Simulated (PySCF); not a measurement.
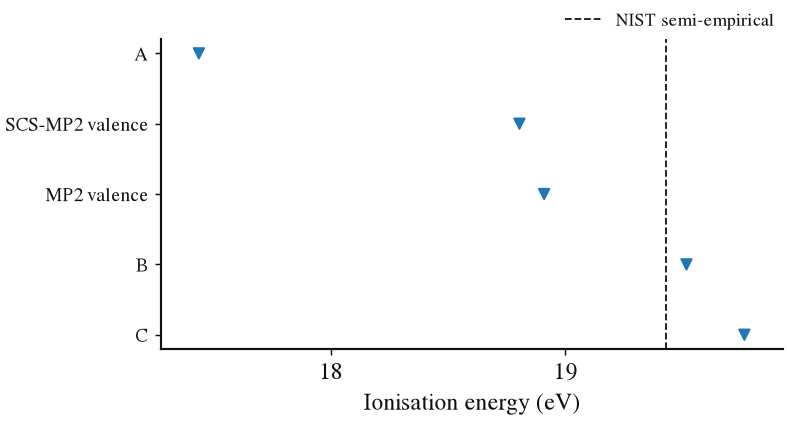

The ionisation energy of Pd⁺ ([Kr] 4d⁹ → [Kr] 4d⁸) by several methods, in rising order. PySCF, x2c-TZVPall, spin-free X2C-1e, unrestricted single determinants, no spin-orbit coupling. Methods marked “valence” freeze 36 core electrons. The lettered entries are HF, MN15 and PBE0 in some order.

> Match the letters to the methods.

A is HF (17.44 eV); B is PBE0 (19.52 eV); C is MN15 (19.76 eV). The values run from 17.44 eV (HF) to 19.76 eV (MN15). The NIST semi-empirical value is 19.43 ± 0.1 eV; nearest to it come PBE0 (+0.09) and MN15 (+0.33), furthest HF (−1.99 eV).

Known limits: spin-orbit shift not estimated.
